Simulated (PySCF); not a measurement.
SMILES O(C)C[SiH2]N (C₂H₉NOSi), GFN2-xTB optimised geometry. Atoms within 1.6 Å of the plane z = 1.2 Å (x, y, z in Å): C1 (2.06, -0.67, 0.00), O2 (0.66, -0.67, 0.00), C3 (0.10, 0.63, 0.00), Si4 (-1.79, 0.41, 0.03), H6 (2.38, -1.71, 0.00), H7 (2.46, -0.16, 0.89), H10 (0.46, 1.20, 0.87), H11 (-2.15, -0.20, 1.32), H12 (-2.46, 1.71, -0.11).

Level of theory: B3LYP/def2-TZVP run with PySCF.

Map of the electrostatic potential (hartree/e), clipped to [-0.08, 0.12] on the plane z = 1.2 Å:

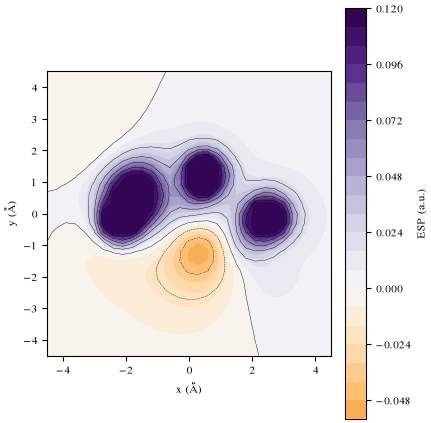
*Electrostatic potential (hartree/e), clipped to [-0.08, 0.12] on the plane z = 1.2 Å.*
